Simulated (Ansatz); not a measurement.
## C3H9NOSi: geometry relaxation

System: C3H9NOSi.
Method: RKS B3LYP/6-31G* (Ansatz 0.2.0).

It belongs to a series of runs on one base structure; here: end point B relaxed. Figures and captions count atoms from 1; the log counts them from 0 in places.

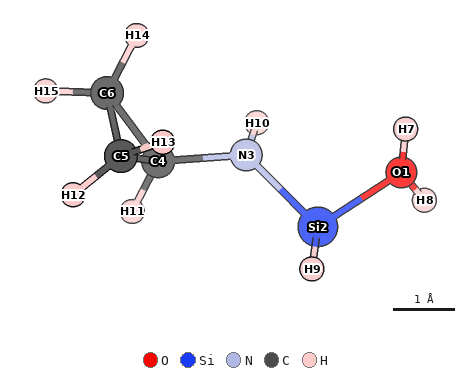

The structure as given in the input (ball-and-stick view, seen at a tilt; atoms are numbered from 1 in the order of the input).

Key numbers:

| quantity | value |
| --- | --- |
| outcome | converged |
| total energy | −14670.7295 eV |
| mean-field energy | −14670.7295 eV |
| largest force (length of the vector) at the end | 0.016 eV/Å |
| hardware | 2 threads of Arm Neoverse V2, 24 GiB of memory available, shared host |
| wall time | 55 s (CPU time 1.8 min) |
| peak memory | 0.27 GiB |

Input:
```yaml
crystal:
  periodic: [false, false, false]
  atoms:
    - { symbol: O, position_ang: [-0.9294, 2.3362, 1.8771] }
    - { symbol: Si, position_ang: [-1.4661, 1.0868, 0.9596] }
    - { symbol: "N", position_ang: [-0.0523, 0.2373, 0.6852] }
    - { symbol: C, position_ang: [0.206, -0.8834, -0.2228] }
    - { symbol: C, position_ang: [0.5537, -0.6543, -1.6588] }
    - { symbol: C, position_ang: [1.5175, -1.248, -0.674] }
    - { symbol: H, position_ang: [-0.1959, 2.8604, 1.4934] }
    - { symbol: H, position_ang: [-1.53085, 2.15859, 2.64314] }
    - { symbol: H, position_ang: [-2.0016, 1.5697, -0.2895] }
    - { symbol: H, position_ang: [0.3402, -0.0199, 1.6401] }
    - { symbol: H, position_ang: [-0.5535, -1.7311, -0.0229] }
    - { symbol: H, position_ang: [0.1466, -1.2727, -2.394] }
    - { symbol: H, position_ang: [0.6872, 0.3993, -1.9741] }
    - { symbol: H, position_ang: [2.327, -0.6466, -0.3227] }
    - { symbol: H, position_ang: [1.7486, -2.3313, -0.7837] }
basis:
  gaussian: { orbitals: "6-31G*" }
hamiltonian:
  xc: b3lyp
relax:
  f_tol: 0.02
  max_steps: 50
```

Launched with:
```bash
ansatz run input.yaml --threads 2 --pin off --max-ram 3072MiB --backend cpu --events-out ev --progress --plain --runs-dir out
```

What the program printed:
```
The last accepted step is kept in [file] (removed where the run ends without a failure and the disk answers)
Engine: ansatz 0.2.0, aarch64-unknown-linux-gnu
Functional definition: B3LYP
  parameter a0 = 0.2
  parameter ax = 0.72
  parameter ac = 0.81
  exchange = (1 - a0 - ax)*slater_x + ax*b88_x + a0*exact_x
  correlation = (1 - ac)*vwn_rpa_c + ac*lyp_c
1272 factors; integrals over basis functions are off by at most 4.1e-4 eV
mean field evaluation 1: about -14656.2610 eV, gradient 7.3e1 eV
mean field evaluation 2: about -14632.9599 eV, gradient 1.1e2 eV
mean field evaluation 4: about -14667.7513 eV, gradient 6.3e0 eV
mean field evaluation 8: about -14667.8476 eV, gradient 1.6e-1 eV
mean field evaluation 16: about -14667.8477 eV, gradient 2.8e-5 eV
mean field -14667.84769340 eV, -539.0334605083 hartree, gradient 2.8e-5 eV, S^2 0.000000; 0 other end points of the search recorded, 0 dependent functions left out
the calculation of the forces begins
reference -14667.84794555 eV, -539.0334697744 hartree; 28, 28 occupied and 84, 84 virtual orbitals, 1272 factors
relax step   1: F+E_penalty+E_count = -14667.84769340 eV  Δ(F+E_penalty+E_count) = +0.000e0 eV  max|allowed force component| = 5.466e0 eV/Å  Δτ_max = 0.0000 Å  (27 SCF iters, accepted)
these checks for a lower state are left out or cut short: starts, cluster_reference, orbital_swaps, neighbouring_geometries, increment
1272 factors; integrals over basis functions are off by at most 5.4e-4 eV
mean field -14669.06469190 eV, -539.0781843781 hartree, gradient 1.3e-5 eV, S^2 0.000000; 0 other end points of the search recorded, 0 dependent functions left out
[... from here on the field's lines of each further geometry are left out, up to the last ...]
relax step   2: F+E_penalty+E_count = -14669.06469190 eV  Δ(F+E_penalty+E_count) = -1.217e0 eV  max|allowed force component| = 3.193e0 eV/Å  Δτ_max = 0.1916 Å  (30 SCF iters, accepted)
relax step   3: F+E_penalty+E_count = -14669.74107129 eV  Δ(F+E_penalty+E_count) = -6.764e-1 eV  max|allowed force component| = 1.850e0 eV/Å  Δτ_max = 0.1942 Å  (29 SCF iters, accepted)
relax step   4: F+E_penalty+E_count = -14670.12852250 eV  Δ(F+E_penalty+E_count) = -3.875e-1 eV  max|allowed force component| = 2.123e0 eV/Å  Δτ_max = 0.1901 Å  (29 SCF iters, accepted)
relax step   5: F+E_penalty+E_count = -14670.31649771 eV  Δ(F+E_penalty+E_count) = -1.880e-1 eV  max|allowed force component| = 1.524e0 eV/Å  Δτ_max = 0.2000 Å  (27 SCF iters, accepted)
relax step   6: F+E_penalty+E_count = -14670.47421365 eV  Δ(F+E_penalty+E_count) = -1.577e-1 eV  max|allowed force component| = 1.901e0 eV/Å  Δτ_max = 0.1955 Å  (29 SCF iters, accepted)
relax step   7: F+E_penalty+E_count = -14670.57300823 eV  Δ(F+E_penalty+E_count) = -9.879e-2 eV  max|allowed force component| = 1.259e0 eV/Å  Δτ_max = 0.2000 Å  (28 SCF iters, accepted)
relax step   8: F+E_penalty+E_count = -14670.64168633 eV  Δ(F+E_penalty+E_count) = -6.868e-2 eV  max|allowed force component| = 8.005e-1 eV/Å  Δτ_max = 0.1938 Å  (29 SCF iters, accepted)
relax step   9: F+E_penalty+E_count = -14670.68693309 eV  Δ(F+E_penalty+E_count) = -4.525e-2 eV  max|allowed force component| = 7.012e-1 eV/Å  Δτ_max = 0.1945 Å  (28 SCF iters, accepted)
relax step  10: F+E_penalty+E_count = -14670.71049975 eV  Δ(F+E_penalty+E_count) = -2.357e-2 eV  max|allowed force component| = 4.570e-1 eV/Å  Δτ_max = 0.1707 Å  (30 SCF iters, accepted)
relax step  11: F+E_penalty+E_count = -14670.71905950 eV  Δ(F+E_penalty+E_count) = -8.560e-3 eV  max|allowed force component| = 2.995e-1 eV/Å  Δτ_max = 0.0443 Å  (29 SCF iters, accepted)
relax step  12: F+E_penalty+E_count = -14670.72614480 eV  Δ(F+E_penalty+E_count) = -7.085e-3 eV  max|allowed force component| = 1.810e-1 eV/Å  Δτ_max = 0.0975 Å  (29 SCF iters, accepted)
relax step  13: F+E_penalty+E_count = -14670.72830788 eV  Δ(F+E_penalty+E_count) = -2.163e-3 eV  max|allowed force component| = 1.466e-1 eV/Å  Δτ_max = 0.0499 Å  (30 SCF iters, accepted)
relax step  14: F+E_penalty+E_count = -14670.72895428 eV  Δ(F+E_penalty+E_count) = -6.464e-4 eV  max|allowed force component| = 9.020e-2 eV/Å  Δτ_max = 0.0335 Å  (29 SCF iters, accepted)
relax step  15: F+E_penalty+E_count = -14670.72825698 eV  Δ(F+E_penalty+E_count) = +6.973e-4 eV  max|allowed force component| = 5.950e-2 eV/Å  Δτ_max = 0.0246 Å  (31 SCF iters, rejected (line search))
the calculation of the forces begins
reference -14670.72945955 eV, -539.1393634610 hartree; 28, 28 occupied and 84, 84 virtual orbitals, 1272 factors
relax step  16: F+E_penalty+E_count = -14670.72921741 eV  Δ(F+E_penalty+E_count) = -2.631e-4 eV  max|allowed force component| = 1.190e-2 eV/Å  Δτ_max = 0.0090 Å  (25 SCF iters, accepted)
1272 factors; integrals over basis functions are off by at most 7.9e-4 eV
mean field evaluation 128: about -14670.7067 eV, gradient 2.2e0 eV
```

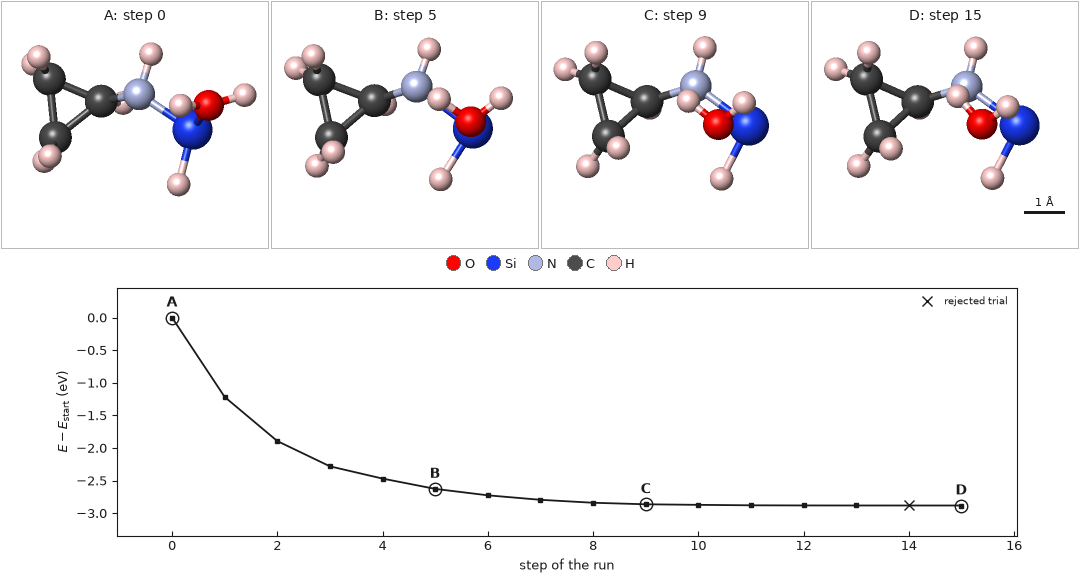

Frames of the relaxation (ball-and-stick view, seen at a tilt) above the curves, on which the letters mark them (the first geometry is step 0 here and step 1 in the log).

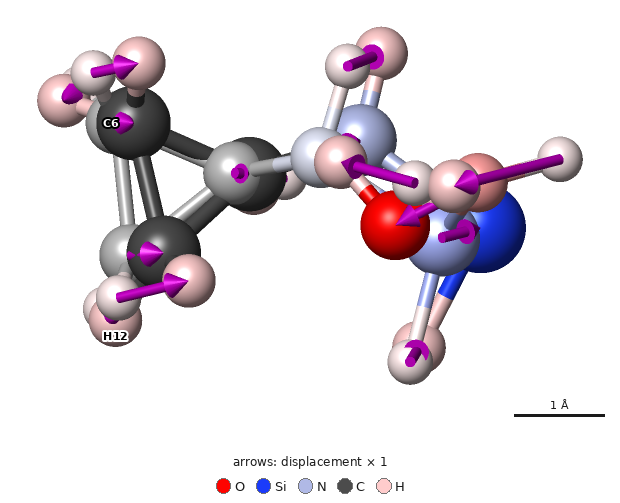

Start (faint) and end (solid) with the displacements as pink arrows, at true length (ball-and-stick view, seen at a tilt). The two geometries are laid on each other by the best rigid fit. The largest move after the best rigid fit is that of H8, 1.61 Å. By element the largest moves are H 1.61 Å, O 1.07 Å, N 0.82 Å, Si 0.64 Å, C 0.56 Å. Distances before and after: O1–Si2 1.640 → 2.331 Å, Si2–N3 1.672 → 1.767 Å, Si2–H9 1.442 → 1.523 Å, C4–C6 1.434 → 1.513 Å. Bonds break: O1–Si2 (1.64 → 2.33 Å). Among the angles that change: H7–O1–H8 148.6° → 105.3°, N3–Si2–H9 110.0° → 95.9°, Si2–N3–H10 106.7° → 115.1°. The energy falls by 2.882 eV in 15 geometry steps. Largest force component: 5.5 eV/Å at the start, 0.012 eV/Å at the end. The line search rejected the trial step at point 14 (counted from 0) and went back. (Atoms are counted from 1 in the order of the input.)

```
mean field -14670.72921741 eV, -539.1393545624 hartree, gradient 9.4e-6 eV, S^2 0.000000; 1 other end points of the search recorded, 0 dependent functions left out
the calculation of the forces begins
reference -14670.72945955 eV, -539.1393634610 hartree; 28, 28 occupied and 84, 84 virtual orbitals, 1272 factors
Total energy: -14670.72945955 eV, -539.1393634610 hartree
Atom 0 at    -0.505395     2.513764     0.968254 Å, force     0.011899    -0.003301     0.008495 eV/Å
Atom 1 at    -1.867891     0.649950     1.286759 Å, force     0.003215    -0.000611    -0.002672 eV/Å
Atom 2 at    -0.460029    -0.388309     1.034131 Å, force    -0.009665     0.004940     0.007881 eV/Å
Atom 3 at     0.038086    -1.029346    -0.161474 Å, force     0.006703    -0.000746    -0.005146 eV/Å
Atom 4 at     0.433303    -0.191613    -1.344874 Å, force    -0.003797    -0.000765     0.001205 eV/Å
Atom 5 at     1.498545    -0.893047    -0.532582 Å, force    -0.000759     0.004286    -0.001575 eV/Å
Atom 6 at     0.290392     1.954343     1.043261 Å, force    -0.011776     0.010630    -0.000179 eV/Å
Atom 7 at    -0.552054     3.006421     1.804849 Å, force     0.003631    -0.004703    -0.007064 eV/Å
Atom 8 at    -2.233916     0.779842    -0.185855 Å, force    -0.002731    -0.002233    -0.001056 eV/Å
Atom 9 at    -0.096391    -0.833830     1.872844 Å, force    -0.001812    -0.003143    -0.001177 eV/Å
Atom 10 at    -0.418154    -1.992752    -0.395233 Å, force     0.000081    -0.004115     0.003463 eV/Å
Atom 11 at     0.203681    -0.567907    -2.337636 Å, force    -0.000402    -0.002071    -0.001802 eV/Å
Atom 12 at     0.337406     0.885783    -1.249439 Å, force     0.003464     0.002619     0.001233 eV/Å
Atom 13 at     2.120183    -0.282857     0.118010 Å, force     0.000709     0.001154     0.001841 eV/Å
Atom 14 at     2.009383    -1.749451    -0.964975 Å, force     0.001242    -0.001941    -0.003447 eV/Å
Dipole moment:     0.618480     0.073266     0.160357 e Å
```

Trajectory as extended XYZ (Å, eV, eV/Å), 7 of the 16 frames kept, from step=1 to step=16:
```
15
Properties=species:S:1:pos:R:3:forces:R:3 step=1 energy=-14667.84769
O    -0.9294    2.3362    1.8771    1.8351   2.4300  -0.2929
Si   -1.4661    1.0868    0.9596   -5.4656  -4.4109   0.0489
N    -0.0523    0.2373    0.6852    3.8323  -1.6132   0.4667
C     0.2060   -0.8834   -0.2228   -4.2339  -0.4672   1.4211
C     0.5537   -0.6543   -1.6588    0.5927   2.0654   0.5476
C     1.5175   -1.2480   -0.6740    1.7339  -1.5623  -0.5394
H    -0.1959    2.8604    1.4934    1.3832   1.7821   0.8582
H    -1.5309    2.1586    2.6431   -0.6188   0.3936   1.4996
H    -2.0016    1.5697   -0.2895    0.2480   0.6496  -1.4267
H     0.3402   -0.0199    1.6401   -0.5269   0.2694  -1.4942
H    -0.5535   -1.7311   -0.0229    1.2772   0.9864  -0.4569
H     0.1466   -1.2727   -2.3940   -0.7354  -1.0162  -1.1096
H     0.6872    0.3993   -1.9741    0.0583  -0.6712   0.2412
H     2.3270   -0.6466   -0.3227    0.6679   0.3527   0.0745
H     1.7486   -2.3313   -0.7837   -0.0477   0.8119   0.1620
15
Properties=species:S:1:pos:R:3:forces:R:3 step=3 energy=-14669.74107
O    -0.9199    2.4290    1.7502   -0.3238   0.7055   0.6917
Si   -1.6885    0.8679    1.1061   -0.6884  -0.8233  -0.8758
N    -0.0962    0.1246    0.7636    0.2028  -0.0458  -0.0743
C     0.1140   -0.9170   -0.2191    0.1140   0.3159   0.0007
C     0.5401   -0.5791   -1.6274   -0.0445  -0.1780   0.0499
C     1.5213   -1.2199   -0.6669    0.0309   0.0783  -0.0766
H    -0.0299    2.8207    1.4461   -1.0464  -0.1898   1.2038
H    -1.4444    2.5021    2.6359    1.8505   0.6498  -1.3348
H    -1.9436    1.3676   -0.3307   -0.0430  -0.2028   0.1758
H     0.3236   -0.1818    1.6354    0.1140  -0.1857   0.1846
H    -0.5325   -1.7843   -0.1325   -0.1257  -0.2638  -0.0299
H     0.1409   -1.1835   -2.4440    0.0422   0.1145   0.1195
H     0.6890    0.4664   -1.8665   -0.0056   0.1084   0.0050
H     2.3250   -0.5931   -0.2834   -0.1103  -0.0031   0.0219
H     1.7982   -2.2588   -0.8106    0.0333  -0.0802  -0.0616
15
Properties=species:S:1:pos:R:3:forces:R:3 step=6 energy=-14670.47421
O    -0.9403    2.7203    1.4850    1.9014  -0.0212   0.2848
Si   -1.7626    0.7659    1.1077    0.1328  -0.3190  -0.1775
N    -0.1738   -0.0799    0.9137   -0.4164  -0.0831   0.3484
C     0.1164   -0.9902   -0.1774    0.2043   0.1210  -0.1997
C     0.5005   -0.4531   -1.5331   -0.0505  -0.0115   0.0982
C     1.5404   -1.1457   -0.6785   -0.1025  -0.0044   0.0255
H     0.0757    2.6483    1.4081   -1.7362   0.0357   0.0085
H    -1.1090    2.7776    2.4510    0.0281   0.0495  -0.4052
H    -1.9222    1.0723   -0.3832   -0.0284   0.0011   0.1048
H     0.0850   -0.5380    1.7929    0.0368   0.0995  -0.1943
H    -0.4727   -1.9122   -0.2048    0.0163   0.0709   0.0308
H     0.1092   -0.9728   -2.4064    0.0581   0.0729   0.0389
H     0.5712    0.6275   -1.6448   -0.0074  -0.0972   0.0367
H     2.2962   -0.5178   -0.2123   -0.0232  -0.0244  -0.0111
H     1.8829   -2.1413   -0.9618   -0.0131   0.1102   0.0111
15
Properties=species:S:1:pos:R:3:forces:R:3 step=9 energy=-14670.68693
O    -0.6681    2.6127    1.1268    0.4401   0.0852   0.5715
Si   -1.8409    0.6547    1.2544   -0.0204   0.1666  -0.1370
N    -0.3877   -0.3175    1.0199    0.1106  -0.2506  -0.2210
C     0.0575   -1.0306   -0.1649    0.0932   0.0754   0.0073
C     0.4651   -0.2667   -1.3971   -0.0578   0.0021   0.0041
C     1.5167   -0.9880   -0.5828   -0.0581   0.0047   0.0638
H     0.2534    2.2614    1.0506   -0.6452   0.1883   0.1555
H    -0.7585    2.9478    2.0517    0.2016  -0.2471  -0.7012
H    -2.1271    0.8599   -0.2363   -0.0386  -0.0940   0.1239
H    -0.0372   -0.7655    1.8631   -0.0016  -0.0141  -0.0033
H    -0.4480   -1.9826   -0.3512    0.0321   0.0754   0.0253
H     0.1816   -0.6716   -2.3701    0.0517   0.0789   0.1500
H     0.4347    0.8201   -1.3390   -0.0097  -0.0956  -0.0277
H     2.1899   -0.3796    0.0219   -0.0699  -0.0668  -0.0678
H     1.9658   -1.8936   -0.9909   -0.0281   0.0916   0.0566
15
Properties=species:S:1:pos:R:3:forces:R:3 step=11 energy=-14670.71906
O    -0.5962    2.5687    1.0406    0.2995  -0.0908  -0.0228
Si   -1.8484    0.6638    1.2744   -0.0206  -0.1003   0.1016
N    -0.4342   -0.3768    1.0334   -0.0208   0.0666  -0.1589
C     0.0473   -1.0343   -0.1631   -0.0027  -0.0181   0.0129
C     0.4524   -0.2191   -1.3610   -0.0531   0.0024  -0.0118
C     1.5084   -0.9359   -0.5503    0.0107  -0.0359   0.0222
H     0.2658    2.1029    0.9904   -0.2531   0.1335   0.0489
H    -0.6150    2.9828    1.9216    0.0038  -0.0602  -0.0708
H    -2.2117    0.8091   -0.2009    0.0711  -0.0212   0.0310
H    -0.0711   -0.8275    1.8704   -0.0517   0.0461  -0.0145
H    -0.4302   -1.9925   -0.3862    0.0360   0.0615   0.0061
H     0.2004   -0.6014   -2.3488    0.0234   0.0487   0.0745
H     0.3871    0.8636   -1.2739   -0.0016  -0.0713  -0.0252
H     2.1503   -0.3275    0.0846   -0.0235  -0.0473  -0.0255
H     1.9922   -1.8148   -0.9751   -0.0172   0.0864   0.0322
15
Properties=species:S:1:pos:R:3:forces:R:3 step=13 energy=-14670.72831
O    -0.5262    2.5235    0.9745    0.1313  -0.0746   0.0162
Si   -1.8642    0.6520    1.2937    0.0022  -0.0157  -0.0234
N    -0.4577   -0.3867    1.0360    0.0183  -0.0012  -0.0151
C     0.0372   -1.0265   -0.1618   -0.0034  -0.0281  -0.0184
C     0.4395   -0.1924   -1.3458   -0.0041   0.0180   0.0120
C     1.4990   -0.9016   -0.5329   -0.0010  -0.0019   0.0016
H     0.2883    1.9819    1.0121   -0.1466   0.0960   0.0167
H    -0.5624    2.9938    1.8249    0.0205  -0.0172  -0.0269
H    -2.2326    0.7770   -0.1796   -0.0067   0.0059   0.0128
H    -0.0896   -0.8353    1.8710   -0.0079   0.0107   0.0126
H    -0.4239   -1.9876   -0.3984    0.0026   0.0155   0.0091
H     0.2066   -0.5664   -2.3387   -0.0019  -0.0023   0.0001
H     0.3556    0.8865   -1.2515   -0.0054  -0.0101  -0.0011
H     2.1245   -0.2941    0.1167    0.0028  -0.0066  -0.0004
H     2.0031   -1.7631   -0.9641   -0.0008   0.0117   0.0043
15
Properties=species:S:1:pos:R:3:forces:R:3 step=16 energy=-14670.72922
O    -0.5054    2.5138    0.9683    0.0119  -0.0033   0.0085
Si   -1.8679    0.6500    1.2868    0.0032  -0.0006  -0.0027
N    -0.4600   -0.3883    1.0341   -0.0097   0.0049   0.0079
C     0.0381   -1.0293   -0.1615    0.0067  -0.0007  -0.0051
C     0.4333   -0.1916   -1.3449   -0.0038  -0.0008   0.0012
C     1.4985   -0.8930   -0.5326   -0.0008   0.0043  -0.0016
H     0.2904    1.9543    1.0433   -0.0118   0.0106  -0.0002
H    -0.5521    3.0064    1.8048    0.0036  -0.0047  -0.0071
H    -2.2339    0.7798   -0.1859   -0.0027  -0.0022  -0.0011
H    -0.0964   -0.8338    1.8728   -0.0018  -0.0031  -0.0012
H    -0.4182   -1.9928   -0.3952    0.0001  -0.0041   0.0035
H     0.2037   -0.5679   -2.3376   -0.0004  -0.0021  -0.0018
H     0.3374    0.8858   -1.2494    0.0035   0.0026   0.0012
H     2.1202   -0.2829    0.1180    0.0007   0.0012   0.0018
H     2.0094   -1.7495   -0.9650    0.0012  -0.0019  -0.0034
```
